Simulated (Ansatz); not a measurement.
# Pressure series in MoSi2

The parent structure is MoSi$_{2}$ (space group I4/mmm, No. 139).

```cif
data_Mo2Si4
_chemical_formula_sum 'Mo2 Si4'
_space_group_name_H-M_alt 'I4/mmm'
_space_group_IT_number 139
_space_group_name_Hall '-I 4 2'
_cell_length_a 3.20172
_cell_length_b 3.20172
_cell_length_c 7.81858
_cell_angle_alpha 90.000
_cell_angle_beta 90.000
_cell_angle_gamma 90.000
loop_
_atom_site_label
_atom_site_type_symbol
_atom_site_symmetry_multiplicity
_atom_site_Wyckoff_symbol
_atom_site_fract_x
_atom_site_fract_y
_atom_site_fract_z
_atom_site_occupancy
Mo1 Mo 2 a 0.00000 0.00000 0.00000 1
Si1 Si 4 e 0.00000 0.00000 0.33530 1
```
(The calculation used a cell of 3 atoms; values per cell refer to that cell.)

Cell and atoms are relaxed at each pressure.

Computed with r2SCAN, PAW, 500 eV (Ansatz, a quantum-chemistry and plane-wave program; no spin-orbit coupling).

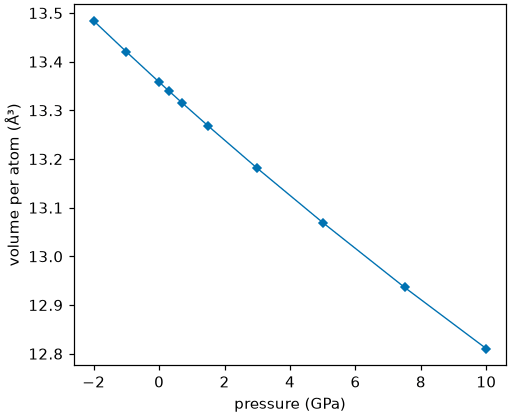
Fig. 1. Volume per atom against pressure

**Question.** From the plot, what is the volume per atom for pressure 1.5 GPa?

**Answer.** About 13.27 Å³.

**Question.** Is the trend monotonic over the range shown?

**Answer.** Yes, it falls throughout, spanning 12.81 Å³ to 13.48 Å³.

The mesh was chosen for an insulator and is coarse for the gapless case. Load acts through the strain it causes; cell and atoms are relaxed under it. Whether these cells are dynamically stable was not tested. No other phases were tried under pressure. All final runs are without spin polarisation.
